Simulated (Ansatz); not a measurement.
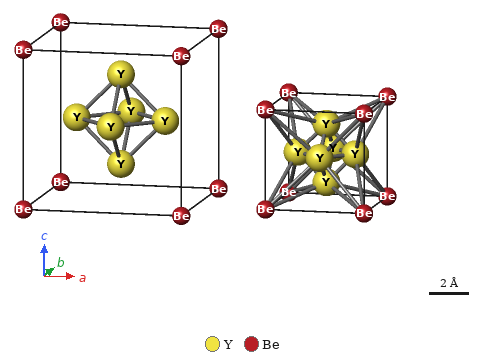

Two geometries of crystalline Y6Be (a generated structure, set up in Pm-3m) (coarse preliminary run), drawn at one scale. One is the start of a relaxation, the other its converged end. A ball-and-stick model of the cell of the calculation, seen slightly off an axis.

Level of theory: DFT PBE, scalar-relativistic, plane waves, PAW (Ansatz). (plane-wave cutoff 420 eV; k-point mesh 4 × 4 × 4; occupations gaussian; smearing width 0.1 eV; no spin polarisation; cell and atoms relaxed; force threshold 0.04 eV/Å; at most 70 steps)

Question: Which one is relaxed?

Answer: The left one is the relaxed one. After 14 accepted moves (16 points after the start) the energy has fallen by 36.672 eV per cell of the calculation. Largest force component: 18 eV/Å at the start, 0.0037 eV/Å at the end. The pressure goes from 109.43 to 0.13 GPa. The SCF was repeated twice at an unchanged geometry on a basis and grid sized afresh for the cell, which shifted the energy by 1.210 eV per cell of the calculation at most. The largest moves relative to the cell, 0.10 Å, are those of Y atoms. Be stays in place. Cell: a = b = c 5.205 → 8.327 Å (+60.0 %). Volume +309.4 %. Near-neighbour distances that change, for instance: Be–Y 3.835 → 6.165 Å, Y–Y 3.050 → 4.671 Å, Y–Y 2.155 → 3.656 Å, Y–Y 2.157 → 3.303 Å. The space group stays Pm-3m (No. 221). Cost: 2.4 min on 1 thread of Intel(R) Xeon(R) Platinum 8259CL CPU @ 2.50GHz (Skylake/Cascade Lake), with other jobs on the host, peak memory 0.77 GiB.
